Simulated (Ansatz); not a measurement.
**Nudged elastic band, with input and output: C3H6BBr (part 1 of 2)**

The run: nudged elastic band of C3H6BBr. Method and program: RKS B3LYP-D4/def2-SVP (Ansatz 0.2.0).

It belongs to a series of runs on one base structure; here: band between the two ends. Figures and captions count atoms from 1; the log counts them from 0 in places.

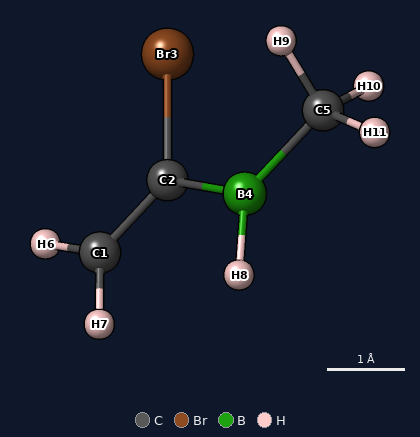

*The structure as given in the input (ball-and-stick view, seen at a tilt; atoms are numbered from 1 in the order of the input).*

Bond lengths as drawn: Br–C 1.93 Å, B–C 1.56 Å, B–H 1.21 Å, C–C 1.34 Å and C–H 1.09 to 1.11 Å.

### Input
```yaml
crystal:
  periodic: [false, false, false]
  atoms:
    - { symbol: C, position_ang: [-1.512284, 1.391093, -0.555128] }
    - { symbol: C, position_ang: [-0.357198, 0.863498, -0.114849] }
    - { symbol: Br, position_ang: [1.022227, 2.072707, 0.490774] }
    - { symbol: B, position_ang: [-0.089426, -0.669448, -0.071517] }
    - { symbol: C, position_ang: [1.240136, -1.298608, 0.443875] }
    - { symbol: H, position_ang: [-1.710542, 2.466256, -0.589249] }
    - { symbol: H, position_ang: [-2.301842, 0.71634, -0.900263] }
    - { symbol: H, position_ang: [-1.012188, -1.347361, -0.467183] }
    - { symbol: H, position_ang: [1.391898, -1.001052, 1.499444] }
    - { symbol: H, position_ang: [2.101936, -0.856401, -0.089461] }
    - { symbol: H, position_ang: [1.292684, -2.393926, 0.374058] }
basis:
  gaussian: { orbitals: def2-SVP }
hamiltonian:
  xc: b3lyp
  dispersion: d4
neb:
  order_check: false
  images: 7
  f_tol: 0.05
  max_iterations: 54
  final_atoms:
    - { symbol: C, position_ang: [-1.5205554, 1.39149647, -0.55319336] }
    - { symbol: C, position_ang: [-0.38457623, 0.88061098, -0.04811797] }
    - { symbol: Br, position_ang: [0.87185407, 2.09680274, 0.77169334] }
    - { symbol: B, position_ang: [-0.05259213, -0.63922561, -0.09411215] }
    - { symbol: C, position_ang: [1.24192054, -1.28946958, 0.47471489] }
    - { symbol: H, position_ang: [-1.77247202, 2.45524471, -0.51595125] }
    - { symbol: H, position_ang: [-2.23849617, 0.71455789, -1.02659867] }
    - { symbol: H, position_ang: [-0.87918225, -1.31283252, -0.66989699] }
    - { symbol: H, position_ang: [1.72174865, -0.71591892, 1.28204567] }
    - { symbol: H, position_ang: [1.96289552, -1.29610471, -0.37098062] }
    - { symbol: H, position_ang: [1.11485643, -2.34206345, 0.7708981] }
  initial_path:
    images:
      - { positions_ang: [[-1.512284, 1.391093, -0.555128], [-0.357198, 0.863498, -0.114849], [1.022227, 2.072707, 0.490774], [-0.089426, -0.669448, -0.071517], [1.240136, -1.298608, 0.443875], [-1.710542, 2.466256, -0.589249], [-2.301842, 0.71634, -0.900263], [-1.012188, -1.347361, -0.467183], [1.391898, -1.001052, 1.499444], [2.101936, -0.856401, -0.089461], [1.292684, -2.393926, 0.374058]] }
      - { positions_ang: [[-1.47622944, 1.36709627, -0.55521409], [-0.33898077, 0.85363819, -0.10800271], [1.02916357, 2.05697029, 0.50474352], [-0.06310742, -0.68230019, -0.0659381], [1.25174823, -1.31618569, 0.45905645], [-1.67353093, 2.45754365, -0.59053925], [-2.27235416, 0.71338947, -0.91028502], [-0.97532592, -1.36975415, -0.46409196], [1.39846822, -1.01264234, 1.5309186], [1.91077924, -0.71236806, -0.18005391], [1.27477037, -2.41228943, 0.39990747]] }
      - { positions_ang: [[-1.44017488, 1.34309955, -0.55530018], [-0.32076355, 0.84377839, -0.10115641], [1.03610013, 2.04123357, 0.51871305], [-0.03678884, -0.69515239, -0.0603592], [1.26336047, -1.33376339, 0.4742379], [-1.63651985, 2.4488313, -0.5918295], [-2.24286632, 0.71043895, -0.92030705], [-0.93846383, -1.3921473, -0.46100092], [1.40503845, -1.02423268, 1.5623932], [1.71962247, -0.56833513, -0.27064682], [1.25685675, -2.43065286, 0.42575693]] }
      - { positions_ang: [[-1.40412032, 1.31910282, -0.55538627], [-0.30254632, 0.83391858, -0.09431012], [1.0430367, 2.02549686, 0.53268257], [-0.01047026, -0.70800458, -0.0547803], [1.2749727, -1.35134108, 0.48941935], [-1.59950878, 2.44011894, -0.59311975], [-2.21337848, 0.70748842, -0.93032907], [-0.90160175, -1.41454045, -0.45790989], [1.41160867, -1.03582302, 1.5938678], [1.52846571, -0.42430219, -0.36123973], [1.23894312, -2.44901629, 0.4516064]] }
      - { positions_ang: [[-1.36806576, 1.2951061, -0.55547236], [-0.2843291, 0.82405877, -0.08746382], [1.04997326, 2.00976015, 0.54665209], [0.01584832, -0.72085677, -0.04920141], [1.28658494, -1.36891878, 0.5046008], [-1.5624977, 2.43140659, -0.59440999], [-2.18389064, 0.70453789, -0.94035109], [-0.86473966, -1.4369336, -0.45481885], [1.4181789, -1.04741336, 1.6253424], [1.33730895, -0.28026926, -0.45183264], [1.22102949, -2.46737972, 0.47745587]] }
      - { positions_ang: [[-1.40618817, 1.31920369, -0.55490261], [-0.30939088, 0.83819682, -0.07762736], [1.00544346, 2.0315208, 0.60291241], [-0.00126179, -0.70044898, -0.06042909], [1.27541884, -1.34905648, 0.49712932], [-1.61499128, 2.43736612, -0.57479531], [-2.19754202, 0.70704289, -0.96191299], [-0.86835031, -1.40590833, -0.50858838], [1.49407134, -0.96453975, 1.53951822], [1.49370559, -0.53422812, -0.43161964], [1.19448623, -2.43605065, 0.55081642]] }
      - { positions_ang: [[-1.44431058, 1.34330128, -0.55433286], [-0.33445266, 0.85233488, -0.06779089], [0.96091367, 2.05328144, 0.65917272], [-0.0183719, -0.68004119, -0.07165678], [1.26425274, -1.32919418, 0.48965784], [-1.66748486, 2.44332565, -0.55518062], [-2.21119341, 0.70954789, -0.98347488], [-0.87196096, -1.37488306, -0.56235792], [1.56996378, -0.88166614, 1.45369404], [1.65010223, -0.78818698, -0.41140663], [1.16794296, -2.40472158, 0.62417698]] }
      - { positions_ang: [[-1.48243299, 1.36739887, -0.55376311], [-0.35951445, 0.86647293, -0.05795443], [0.91638387, 2.07504209, 0.71543303], [-0.03548202, -0.6596334, -0.08288446], [1.25308664, -1.30933188, 0.48218637], [-1.71997844, 2.44928518, -0.53556594], [-2.22484479, 0.71205289, -1.00503677], [-0.8755716, -1.34385779, -0.61612745], [1.64585621, -0.79879253, 1.36786986], [1.80649888, -1.04214585, -0.39119363], [1.14139969, -2.37339252, 0.69753754]] }
      - { positions_ang: [[-1.5205554, 1.39149647, -0.55319336], [-0.38457623, 0.88061098, -0.04811797], [0.87185407, 2.09680274, 0.77169334], [-0.05259213, -0.63922561, -0.09411215], [1.24192054, -1.28946958, 0.47471489], [-1.77247202, 2.45524471, -0.51595125], [-2.23849617, 0.71455789, -1.02659867], [-0.87918225, -1.31283252, -0.66989699], [1.72174865, -0.71591892, 1.28204567], [1.96289552, -1.29610471, -0.37098062], [1.11485643, -2.34206345, 0.7708981]] }
```

Run on 2 threads of Arm Neoverse N1, 24 GiB of memory available, shared host.

Launch command:
```bash
ansatz run input.yaml --threads 2 --pin off --max-ram 3072MiB --backend cpu --events-out ev --progress --plain --runs-dir out
```

### Log
```
Engine: ansatz 0.2.0, aarch64-unknown-linux-gnu
Functional definition: B3LYP
  parameter a0 = 0.2
  parameter ax = 0.72
  parameter ac = 0.81
  exchange = (1 - a0 - ax)*slater_x + ax*b88_x + a0*exact_x
  correlation = (1 - ac)*vwn_rpa_c + ac*lyp_c
1323 factors; integrals over basis functions are off by at most 3.4e-4 eV
mean field evaluation 1: about -73911.6813 eV, gradient 5.8e1 eV
mean field evaluation 2: about -73906.4043 eV, gradient 7.1e1 eV
mean field evaluation 4: about -73920.4294 eV, gradient 4.6e0 eV
mean field evaluation 8: about -73920.5076 eV, gradient 7.6e-2 eV
mean field evaluation 16: about -73920.5076 eV, gradient 7.1e-6 eV
mean field -73920.50764120 eV, -2716.5285506944 hartree, gradient 7.1e-6 eV, S^2 0.000000; 0 other end points of the search recorded, 0 dependent functions left out
the calculation of the forces begins
reference -73920.50790159 eV, -2716.5285602635 hartree; 32, 32 occupied and 86, 86 virtual orbitals, 1323 factors
1323 factors; integrals over basis functions are off by at most 3.6e-4 eV
mean field evaluation 32: about -73920.5156 eV, gradient 8.7e-6 eV
mean field -73920.51561463 eV, -2716.5288437126 hartree, gradient 8.7e-6 eV, S^2 0.000000; 0 other end points of the search recorded, 0 dependent functions left out
[... from here on the field's lines of each further geometry are left out, up to the last ...]
NEB iter   1: max|band force component| = 4.377e0 eV/Å  barrier→ = 2.9247 eV  barrier← = 2.9298 eV  Δτ_max = 0.2000 Å  (243 SCF iters)
NEB iter   2: max|band force component| = 2.405e0 eV/Å  barrier→ = 1.1510 eV  barrier← = 1.1561 eV  Δτ_max = 0.2000 Å  (210 SCF iters)
NEB iter   3: max|band force component| = 1.903e0 eV/Å  barrier→ = 0.6018 eV  barrier← = 0.6070 eV  Δτ_max = 0.1967 Å  (213 SCF iters)
NEB iter   4: max|band force component| = 8.527e-1 eV/Å  barrier→ = 0.2986 eV  barrier← = 0.3038 eV  Δτ_max = 0.1985 Å  (205 SCF iters)
NEB iter   5: max|band force component| = 7.373e-1 eV/Å  barrier→ = 0.1947 eV  barrier← = 0.1999 eV  Δτ_max = 0.1985 Å  (204 SCF iters)
NEB iter   6: max|band force component| = 5.026e-1 eV/Å  barrier→ = 0.0601 eV  barrier← = 0.0653 eV  Δτ_max = 0.1997 Å  (200 SCF iters)
NEB iter   7: max|band force component| = 3.305e-1 eV/Å  barrier→ = 0.0141 eV  barrier← = 0.0192 eV  CI = image 3  Δτ_max = 0.0766 Å  (210 SCF iters)
NEB iter   8: max|band force component| = 1.190e-1 eV/Å  barrier→ = 0.0012 eV  barrier← = 0.0063 eV  CI = image 3  Δτ_max = 0.0774 Å  (205 SCF iters)
NEB iter   9: max|band force component| = 9.020e-2 eV/Å  barrier→ = 0.0021 eV  barrier← = 0.0072 eV  CI = image 3  Δτ_max = 0.0451 Å  (197 SCF iters)
NEB iter  10: max|band force component| = 6.071e-2 eV/Å  barrier→ = 0.0027 eV  barrier← = 0.0079 eV  CI = image 3  Δτ_max = 0.0532 Å  (200 SCF iters)
NEB iter  11: max|band force component| = 9.664e-2 eV/Å  barrier→ = 0.0022 eV  barrier← = 0.0074 eV  CI = image 3  Δτ_max = 0.0267 Å  (180 SCF iters)
NEB iter  12: max|band force component| = 5.934e-2 eV/Å  barrier→ = 0.0007 eV  barrier← = 0.0059 eV  CI = image 3  Δτ_max = 0.0533 Å  (179 SCF iters)
NEB iter  13: max|band force component| = 4.678e-1 eV/Å  barrier→ = -0.0005 eV  barrier← = 0.0046 eV  CI = image 1  Δτ_max = 0.0267 Å  (195 SCF iters)
NEB iter  14: max|band force component| = 5.121e-1 eV/Å  barrier→ = -0.0005 eV  barrier← = 0.0047 eV  CI = image 1  Δτ_max = 0.0510 Å  (190 SCF iters)
NEB iter  15: max|band force component| = 2.147e-1 eV/Å  barrier→ = 0.0005 eV  barrier← = 0.0057 eV  CI = image 3  Δτ_max = 0.0210 Å  (201 SCF iters)
NEB iter  16: max|band force component| = 4.282e-1 eV/Å  barrier→ = -0.0003 eV  barrier← = 0.0049 eV  CI = image 1  Δτ_max = 0.1064 Å  (181 SCF iters)
NEB iter  17: max|band force component| = 1.444e-1 eV/Å  barrier→ = -0.0002 eV  barrier← = 0.0049 eV  CI = image 1  Δτ_max = 0.0893 Å  (203 SCF iters)
NEB iter  18: max|band force component| = 2.001e-1 eV/Å  barrier→ = 0.0025 eV  barrier← = 0.0076 eV  CI = image 3  Δτ_max = 0.0361 Å  (191 SCF iters)
NEB iter  19: max|band force component| = 9.084e-2 eV/Å  barrier→ = 0.0001 eV  barrier← = 0.0052 eV  CI = image 1  Δτ_max = 0.0375 Å  (187 SCF iters)
NEB iter  20: max|band force component| = 1.937e-1 eV/Å  barrier→ = 0.0021 eV  barrier← = 0.0072 eV  CI = image 3  Δτ_max = 0.0188 Å  (194 SCF iters)
NEB iter  21: max|band force component| = 6.067e-2 eV/Å  barrier→ = 0.0001 eV  barrier← = 0.0052 eV  CI = image 1  Δτ_max = 0.0080 Å  (165 SCF iters)
the calculation of the forces begins
reference -73920.51490284 eV, -2716.5288175549 hartree; 32, 32 occupied and 86, 86 virtual orbitals, 1323 factors
1323 factors; integrals over basis functions are off by at most 3.4e-4 eV
mean field evaluation 1216: about -73920.3304 eV, gradient 7.7e0 eV
mean field -73920.50752216 eV, -2716.5285463199 hartree, gradient 4.6e-5 eV, S^2 0.000000; 1 other end points of the search recorded, 0 dependent functions left out
the calculation of the forces begins
reference -73920.50778269 eV, -2716.5285558942 hartree; 32, 32 occupied and 86, 86 virtual orbitals, 1323 factors
NEB iter  22: max|band force component| = 1.887e-2 eV/Å  barrier→ = 0.0001 eV  barrier← = 0.0052 eV  CI = image 1  Δτ_max = 0.0000 Å  (344 SCF iters)
```
